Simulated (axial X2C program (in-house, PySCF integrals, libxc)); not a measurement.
## SbB: relativistic diatomic calculation

- system: SbB, single determinant with Ω = 2.
- method: B3LYP, two-component X2C with atomic mean-field Coulomb and Gaunt terms, Sb dyall-v3z, B dyall-v3z (cores contracted) (axial X2C program (in-house, PySCF integrals, libxc))

## Input file
```
{"zs": [51, 5], "q": 0, "bas": ["dyall-v3z", "dyall-v3z"], "levels": ["PBE0", "HF", "r2SCAN0", "B3LYP"], "cc": false, "r0": 2.25, "npts": 10, "nst": 2, "ntry": 6, "opt": {"auxb": 4.0}}
```

The line is the task of a batch: nuclear charges, charge, bases, the levels to run, a first guess of the distance and further settings. This report covers B3LYP with spin-orbit coupling. The log is that of the reference distance 2.061 Å.

The run was one of a batch that the task file lists, launched with:
```bash
python <driver script> task.json out
```

## Log
```
two-component X2C + atomic mean field  B3LYP
basis functions 136  fitting functions 445  grid points 5079
iter        total energy     max residual
   1      -6503.552492388     7.07e-02
   2      -6503.554023835     2.86e-03
   3      -6503.553585631     5.79e-03
   4      -6503.554102266     1.67e-03
   5      -6503.554148482     2.77e-04
   6      -6503.554151036     1.58e-04
   7      -6503.554152280     6.48e-05
   8      -6503.554152554     2.37e-05
   9      -6503.554152592     9.81e-06
  10      -6503.554152596     3.27e-06
  11      -6503.554152596     3.31e-07
converged
one-electron -9053.54510701  Coulomb 2664.17904140  exact exchange -34.45217589  xc functional -141.43305090  nuclear repulsion 65.47316292  atomic mean-field constant -3.77602311
```

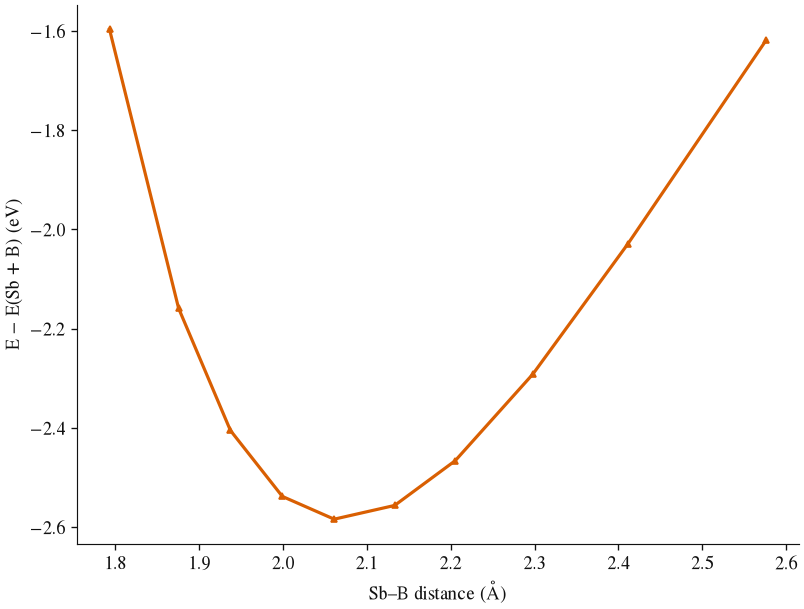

**Figure 1.** Energy at 10 bond lengths, for one set of occupations held fixed; the line joins the points. A polynomial of degree 6 through 9 points gives rₑ = 2.071 Å, ωₑ = 661.1 cm⁻¹, ωₑxₑ = 4.4 cm⁻¹ and Bₑ = 0.3896 cm⁻¹. The minimum lies 2.58 eV below Sb + B, each computed as one determinant at the same level.

## Outcome

- outcome: converged
- bond length rₑ: 2.071 Å
- ωₑ: 661.1 cm⁻¹
- energy at the minimum: −6503.55418 hartree
- depth below the fragments: 2.58 eV
- hardware: 1 CPU thread, shared host
- wall time: 9.1 s

## What is odd here

This input holds a deliberate oddity: sparse fitting set (auxb = 4.0). The program ran to the end. Its numbers are those of the input as typed; this run alone doesn't show how far the oddity moves them.
